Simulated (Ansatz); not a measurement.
```yaml
atoms:
  - { symbol: C, position_ang: [-0.2680, 0.9864, 0.1276] }
  - { symbol: Si, position_ang: [0.3101, -0.7332, -0.2267] }
  - { symbol: Cl, position_ang: [1.6391, -1.3298, 1.2146] }
  - { symbol: Br, position_ang: [-1.4193, -2.1195, -0.2338] }
  - { symbol: H, position_ang: [-0.9750, 1.3097, -0.6397] }
  - { symbol: H, position_ang: [-0.7628, 1.0291, 1.0997] }
  - { symbol: H, position_ang: [0.5831, 1.6717, 0.1364] }
  - { symbol: H, position_ang: [0.9848, -0.8714, -1.5340] }
```

Geometry: PBE0-D4/def2-TZVP.

Method: RKS PBE0-D4/def2-TZVPP (Ansatz 0.2.0).

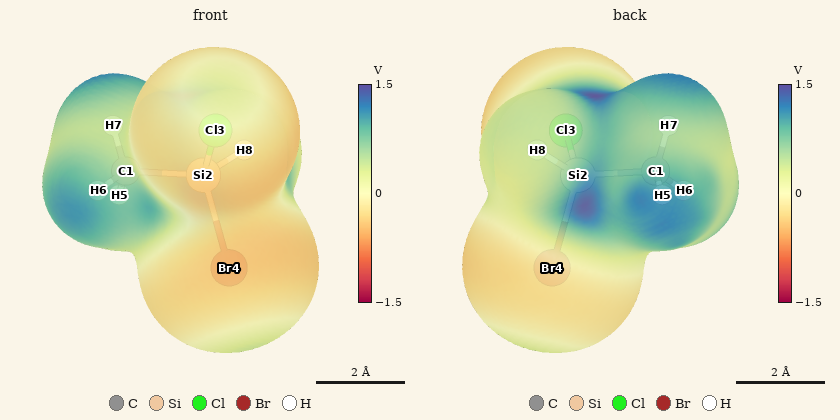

CH$_{4}$BrClSi. The electrostatic potential painted on the density surface at 0.002 e/bohr³, seen from the front and from behind; the colour scale runs from red (negative) to blue (positive).

Q: Which sites attract a positive test charge, and which a negative one?

A: A positive charge is drawn to the negative regions and a negative charge to the positive ones. The most negative region (about −0.4 V) lies over Cl3 and Br4, the most positive (about +1.4 V) over Si2. Cl3 shows a σ-hole: about +0.2 V at the tip opposite its bond, against about −0.3 V on its flanks. Br4 shows a σ-hole: about +0.4 V at the tip opposite its bond, against about −0.3 V on its flanks.
